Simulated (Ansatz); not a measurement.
**A computed series for Al2Cu: response to strain**

The parent structure is Al2Cu (space group I4/mcm, No. 140; a = 6.006 Å, c = 4.790 Å).

Strains are applied to the cell and any free atomic positions relax.

Calculations: r2SCAN (Ansatz, a quantum-chemistry and plane-wave program, PAW, without spin-orbit coupling).

Notes on the quantities. energy relative to the base: free energy F.

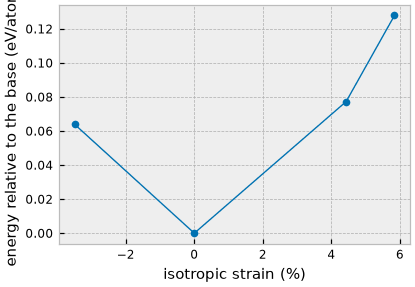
Figure: Energy relative to the base against isotropic strain

### Question
From the plot, what is the energy relative to the base for isotropic strain +5.84 %?

### Answer
About 0.13 eV/atom.

### Question
Is the trend monotonic over the range shown?

### Answer
No, it turns within the range, spanning 0 meV/atom to +128 meV/atom.

Stability against distortions was not tested. All final runs are without spin polarisation.
